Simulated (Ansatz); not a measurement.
Consider ClF$_{3}$Zr···HBr.

```xyz
7

Zr   -0.1323    0.1017   -0.1087
F    -0.1690    0.0735    1.8459
F     1.6460    0.1130   -0.7657
F    -0.8916    1.7738   -0.5896
Cl   -1.4103   -1.6316   -1.0784
Br    1.5244   -2.9249    1.7058
H     0.8015   -1.7495    2.3119
```

Core potentials replace the inner electrons of Zr; not at a stationary point (largest force 1.4 eV/Å).

Method: Ansatz 0.2.0, RKS PBE/def2-SVP.

Question: What will maps of the electron density and electron localisation function show?

Answer: F2···H7 (2.12 Å): the density falls to about 0.12 e/Å³ on the way; the ELF dips to about 0.05 between them.
Zr–F (1.90 Å): ρ at the midpoint is about 0.95 e/Å³; the ELF peaks at about 0.85 in the valence shell of F, 0.5 Å from its nucleus, and drops to about 0.20 between the two atoms.
Zr–F (1.96 Å): the density is about 0.82 e/Å³ at the midpoint; the ELF peaks at about 0.85 in the valence shell of F, 0.5 Å from its nucleus, and drops to about 0.25 between the two atoms.

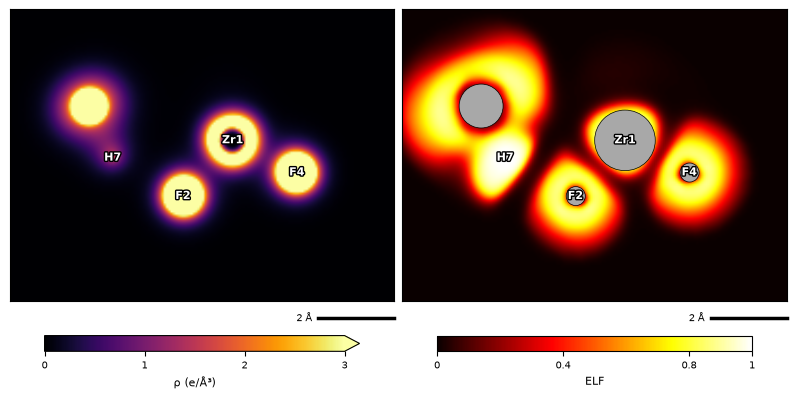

Computed electron density and electron localisation function on the plane of atoms F2, Zr1 and F4, in this order. Grey discs cover the atomic cores in the ELF map. 
